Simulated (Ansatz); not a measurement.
**BN2H7O: nudged elastic band (part 2 of 2)**

Continued. System: BN2H7O. Method: RHF/def2-SVP (Ansatz 0.2.0). The run did not end well. One setting was made poor on purpose. It belongs to a series of runs on one base structure; here: band between the two ends.

Geometry of the input (Å):
```
B  -0.1712  -0.5662  -0.3049
H  -0.1676  -1.2063  0.7168
O  0.9933  -0.1438  -0.8712
H  1.7686  -0.4196  -0.4125
N  -1.3888  -0.2457  -0.9173
H  -2.2698  -0.5527  -0.5659
H  -1.4367  0.2531  -1.7822
N  -0.1349  2.5325  1.2992
H  -0.9631  2.2147  0.8259
H  0.6339  2.3504  0.6771
H  -0.0118  1.9398  2.1024
```

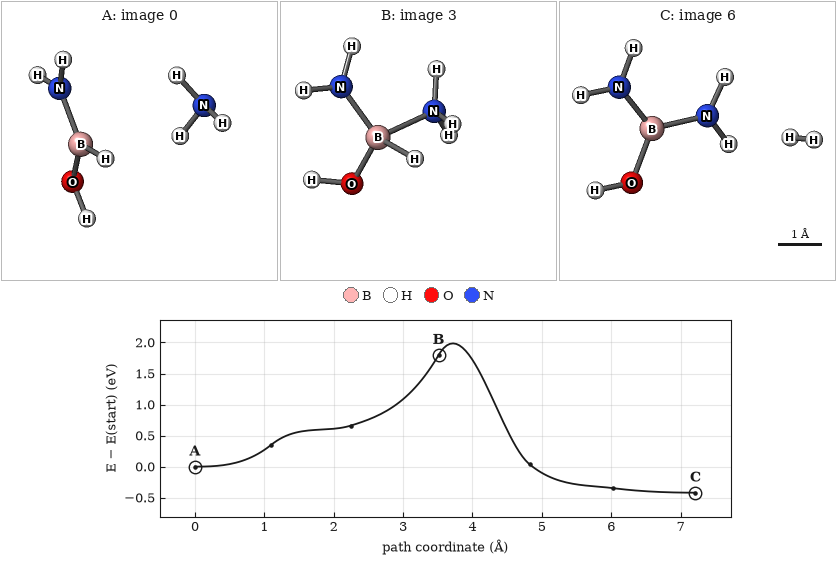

*Images of the last band (counted from 0; ball-and-stick, seen at a tilt) above the energy along the path; the line is a cubic interpolation that uses the forces.*

The highest image is number 3, 1.798 eV above the start and 2.218 eV above the end; the end lies 0.420 eV below the start. The path is 7.21 Å long. The band had not converged after 60 iterations.

```
Unfinished report: {"positions_ang":[[-0.06015419079120798,0.1385583436136473,0.18650748836331982],[-0.11988819933113144,-0.2556701432219168,1.5302211776236523],[1.208049566524175,-0.18420541287225345,-0.3361806184820955],[1.1038187998900784,-0.71378547100864,-1.11463258877701],[-1.219817938226903,-0.041089913712118065,-0.7305266354912306],[-1.3912054934484581,-0.9202351546607006,-1.1798212799393495],[-1.9117420700530725,0.6691947447937356,-0.913615535518843],[-0.16738413678092118,1.7234012000505767,0.6794984617241935],[-0.9328562808721362,2.287160009204001,0.3526232248808737],[0.6986148453728607,2.228115295878998,0.736159063876232],[-0.35543390228328303,1.224756501934667,1.5572662617402573]],"unchecked":["starts","cluster_reference","orbital_swaps","neighbouring_geometries","increment"],"mean_field":{"relativity":"none","state":{"energy":{"ev":-5779.45615915526,"hartree":-212.39109639287022},"converged":true,"gradient_ev":0.0000673424915950082,"stability":{"kind":"minimum","curvature_ev":39.30747739902628},"curvature_floor_ev":0.00030000000000000003,"spin_squared":-7.105427357601002e-15},"others":[],"fillings":{"estimated":0,"unestimated":0,"tried":0,"untried":0,"excluded_magnetic_sites":0},"n_dropped_functions":0,"n_trapped_functions":0,"passes":{"evaluations":4,"products":30},"factors":{"origin":"Cholesky decomposition","count":1006,"bound_ev":0.002119297669127808},"gradient_stop_ev":0.00009,"reference_kind":"stationary","symmetry":{"irreps":["A"],"axes":[[0.9999993913076874,-0.0005399966947195417,-0.0009621786863900943],[0.0004845998640157186,0.9983926978962887,-0.05667262081765507],[0.000991235202485941,0.05667212004980585,0.9983923518646534]],"occupied":[{"A":17},{"A":17}]},"held":{"pivots":1005,"left_out":0,"joined":1},"density_repulsion":{"missed_ev":0.000016781175446996572,"excess_ev":6.630746188600479e-9,"most_excess_ev":0.0000918,"are_drawn_again":false,"n_first_factors":1006,"energy_change_ev":0.0,"n_dropped_ends":0}},"factors":{"origin":"Cholesky decomposition","count":1006,"bound_ev":0.002119297669127808},"n_frozen":0,"n_occupied":[17,17],"n_virtual":[74,74],"reference":{"ev":-5779.45615915526,"hartree":-212.39109639287022},"total":{"ev":-5779.45615915526,"hartree":-212.39109639287022},"forces_ev_per_angstrom":[[-0.1141645780000096,-0.8428466013116452,0.713840283271252],[-0.10733416765530576,-0.7134226705787353,-1.7533685585702767],[-0.09149457229271098,-0.14826447152971894,-0.04896093505075905],[0.18168009038368102,0.3294117141266187,0.1084282066446796],[0.006575987233571785,0.02317797113022152,0.11421554365473122],[-0.21796447817539505,0.21921583294921804,0.1229470695974176],[0.27741502356496,-0.635223882927131,0.11019617573209442],[-0.017436133270366635,-0.09186455137875546,0.7182933344767556],[0.15291184101360078,0.07134512563924447,-0.02701505629401669],[0.0638380674278957,0.06405148488220254,-0.10492072484111153],[-0.1340270802284527,1.7244200489989967,0.046344661380043055]],"charge_distribution":{"dipole_moment_e_ang":[-0.39700804460999967,0.7651868362691855,-0.15692652425415424],"mulliken_charges_e":[0.3293636753835525,-0.369781920185174,-0.3452040322458956,0.17302408316085927,-0.38340527882349473,0.11806440503729154,0.10705959251385944,-0.13959709859998526,0.14892977657177553,0.16346047656008378,0.19808632062708875],"lowdin_charges_e":[-0.5978810934840677,-0.14307408255346954,0.16437007030936357,-0.02938349682144592,0.10544286969788352,-0.0011843467116965378,-0.005682890070490387,0.43566958970633785,0.02796908792196362,0.03820012574439391,0.00555416626119154]},"n_threads":1,"memory_gib":1.7045454550534487,"seconds":{"hamiltonian":1.049059019,"orbitals":0.0,"second_order":0.0,"solver_start":0.0,"cycles":0.0,"cycle":0.0,"perturbative":0.0,"full_ci_increment":0.0,"forces":0.0}}
this run last wrote the band of iteration 60 to [file]
Error: NEB band did not converge after 60 iterations: max|band force component| = 8.10e-1 eV/Å (threshold 5.0e-2); raise `neb.max_iterations` in a new run, which can start from the last band evaluated (`neb.initial_path`, with `crystal.atoms` and `neb.final_atoms` set to its first and last images), add images, or start from endpoints closer to local minima. Where this run's directory can be resumed (`checkpoint.write`), a resume goes on for up to `neb.max_iterations` more; to start a new run from the last band, take its images' positions from the `neb_iteration` event of iteration 60 (`data.images[].positions_ang`), in the event stream of the run that computed that iteration (not this run's, if it was resumed behind it). With `checkpoint.write`, `steps/00-neb/state/checkpoint.json` in the run directory holds the last saved band, under `neb.evaluated.images[].positions_ang` (a band under a hybrid functional on support functions is neither saved nor resumed: `neb.initial_path` says where its path is): check the last entry of `neb.iterations` there, which is earlier than 60 if that iteration was not saved or its write failed. If the band's step has no `state` directory and holds `state.next`, a write was cut short, and the file is under `state.next` instead (behind a loss of power it can be under `state.prev`)
this run wrote the band of iteration 60 to [file] as well, whether or not its events were kept: a new run's `neb.initial_path` can list its `images[].positions_ang`
a run's events are kept only if it was started with --events-out <file>, and are in that file
```

## The last band as extended XYZ (Å, eV, eV/Å)
```
11
Properties=species:S:1:pos:R:3:forces:R:3 image=0 energy=-5781.25409
B    -0.1712   -0.5662   -0.3049    0.0008  -0.0022   0.0006
H    -0.1676   -1.2063    0.7168   -0.0001   0.0024  -0.0047
O     0.9933   -0.1438   -0.8712   -0.0013  -0.0029   0.0054
H     1.7686   -0.4196   -0.4125   -0.0026   0.0021  -0.0023
N    -1.3888   -0.2457   -0.9173    0.0030  -0.0003   0.0001
H    -2.2698   -0.5527   -0.5659    0.0010   0.0016  -0.0025
H    -1.4367    0.2531   -1.7822   -0.0009  -0.0013   0.0038
N    -0.1349    2.5325    1.2992   -0.0049  -0.0127  -0.0036
H    -0.9631    2.2147    0.8259    0.0060   0.0047   0.0060
H     0.6339    2.3504    0.6771   -0.0016   0.0020   0.0031
H    -0.0118    1.9398    2.1024    0.0006   0.0066  -0.0057
11
Properties=species:S:1:pos:R:3:forces:R:3 image=1 energy=-5780.90259
B    -0.1221   -0.2783   -0.1335   -0.0415  -0.3870  -0.2118
H    -0.1026   -0.7915    0.9593    0.0057  -0.2519  -0.1676
O     1.0405    0.0043   -0.7924   -0.1580   0.0027  -0.1733
H     1.7200   -0.6116   -0.5827    0.3259   0.1957   0.2379
N    -1.3616   -0.0511   -0.7543    0.0200  -0.0275  -0.0661
H    -2.1538   -0.5991   -0.5064   -0.3025   0.2059   0.2396
H    -1.4450    0.4052   -1.6387    0.0994  -0.1637  -0.1508
N    -0.2077    2.2248    1.1963   -0.0562   0.6080   0.4036
H    -0.9617    2.1645    0.5417    0.0368  -0.0679  -0.0405
H     0.6619    2.2812    0.7039    0.0368  -0.1063  -0.0848
H    -0.2157    1.4080    1.7743    0.0336  -0.0080   0.0136
11
Properties=species:S:1:pos:R:3:forces:R:3 image=2 energy=-5780.59165
B    -0.0905    0.1040    0.0978   -0.0769   0.0182   0.0814
H    -0.1071   -0.5833    1.1245   -0.0446  -0.2622  -0.2463
O     1.1626    0.1068   -0.5910   -0.0764   0.2667  -0.0691
H     1.3989   -0.7630   -0.8669    0.0047   0.0166  -0.0062
N    -1.3867    0.0326   -0.6366   -0.2245   0.0506   0.2394
H    -1.8371   -0.8516   -0.7408    0.0176  -0.1631   0.0839
H    -1.5288    0.5786   -1.4617    0.2707  -0.0203  -0.2888
N    -0.1540    1.6779    0.8133    0.0125  -0.0703   0.1095
H    -0.9513    2.1995    0.4873    0.0776  -0.0597  -0.0388
H     0.6728    2.2520    0.7798    0.0794  -0.1600  -0.1047
H    -0.3270    1.4026    1.7618   -0.0402   0.3834   0.2399
11
Properties=species:S:1:pos:R:3:forces:R:3 image=3 energy=-5779.45616
B    -0.0602    0.1386    0.1865   -0.1142  -0.8428   0.7138
H    -0.1199   -0.2557    1.5302   -0.1073  -0.7134  -1.7534
O     1.2081   -0.1842   -0.3362   -0.0915  -0.1483  -0.0490
H     1.1038   -0.7138   -1.1146    0.1817   0.3294   0.1084
N    -1.2198   -0.0411   -0.7305    0.0066   0.0232   0.1142
H    -1.3912   -0.9202   -1.1798   -0.2180   0.2192   0.1229
H    -1.9117    0.6692   -0.9136    0.2774  -0.6352   0.1102
N    -0.1674    1.7234    0.6795   -0.0174  -0.0919   0.7183
H    -0.9329    2.2872    0.3526    0.1529   0.0713  -0.0270
H     0.6986    2.2281    0.7362    0.0638   0.0641  -0.1049
H    -0.3554    1.2248    1.5573   -0.1340   1.7244   0.0463
11
Properties=species:S:1:pos:R:3:forces:R:3 image=4 energy=-5781.21801
B    -0.0412    0.5367   -0.3191   -0.0017   0.4683  -0.4800
H    -0.1280   -0.1394    2.1285   -0.1142   0.1599   0.3865
O     1.1727   -0.0928   -0.3848   -0.1151  -0.0491   0.1273
H     1.2088   -0.7837   -1.0246   -0.0190  -0.0575   0.0846
N    -1.2411    0.0094   -0.8819    0.0016   0.0367  -0.0969
H    -1.4623   -0.9443   -1.0644    0.1691  -0.0464  -0.1093
H    -1.9688    0.6474   -1.1231   -0.2108  -0.1524   0.0933
N    -0.1086    1.8387    0.2559    0.1224   0.1446  -0.4609
H    -0.9919    2.2401    0.4827    0.0279   0.1469   0.0825
H     0.6672    2.2561    0.7216    0.0738   0.0839  -0.0937
H    -0.2547    0.5879    1.9766    0.0660  -0.7347   0.4667
11
Properties=species:S:1:pos:R:3:forces:R:3 image=5 energy=-5781.60076
B    -0.0346    0.5532   -0.5147   -0.0171   0.0375  -0.0264
H    -0.2962    0.1053    2.9734   -0.0191  -0.0301   0.1283
O     1.1976   -0.0262   -0.6774   -0.0317  -0.0108   0.0205
H     1.2342   -0.7400   -1.2904   -0.0531  -0.0100   0.0181
N    -1.2278    0.0028   -1.0663    0.0064   0.0182  -0.0525
H    -1.3228   -0.9161   -1.4406    0.0886   0.0036  -0.0523
H    -2.0869    0.5085   -1.0389   -0.0591  -0.0790   0.0289
N    -0.0975    1.7593    0.2316    0.0105   0.0582  -0.0539
H    -0.9594    2.1617    0.5292    0.0326   0.0659   0.0021
H     0.7104    2.1605    0.6567    0.0350   0.0214  -0.0626
H    -0.2651    0.5873    2.4050    0.0071  -0.0748   0.0497
11
Properties=species:S:1:pos:R:3:forces:R:3 image=6 energy=-5781.67388
B    -0.0196    0.5568   -0.6608   -0.0006  -0.0013   0.0054
H    -0.4825    0.3385    3.6739    0.0004   0.0005  -0.0014
O     1.2234    0.0855   -1.0024   -0.0021  -0.0004  -0.0043
H     1.2249   -0.6504   -1.5896   -0.0007   0.0045   0.0041
N    -1.2072   -0.0237   -1.1919    0.0032   0.0060   0.0015
H    -1.2115   -0.8057   -1.8106   -0.0019  -0.0001   0.0004
H    -2.1217    0.2811   -0.9366    0.0013  -0.0025  -0.0022
N    -0.0662    1.6427    0.2524    0.0000  -0.0063  -0.0024
H    -0.9008    2.1236    0.5075    0.0003   0.0002  -0.0021
H     0.7722    2.0838    0.5652    0.0003  -0.0003  -0.0010
H    -0.3589    0.5240    2.9604   -0.0002  -0.0002   0.0019
```

## Outcome

| quantity | value |
| --- | --- |
| outcome | not converged |
| barrier, forward (band not converged) | 1.798 eV |
| barrier, backward | 2.218 eV |
| wall time | 5.3 min |
| peak memory | 0.16 GiB |

## What went wrong

The run did not converge: “NEB band did not converge after 60 iterations: max|band force component| = 8.10e-1 eV/Å (threshold 5.0e-2); raise `neb.max_iterations` in a new run, which can start from the last band evaluated (`neb.initial_path`, with `crystal.atoms` and `neb.final_atoms` set to its first and last images), add images, or start from endpoints closer to local minima …” Its last values are not results. A deliberately poor setting: step length.
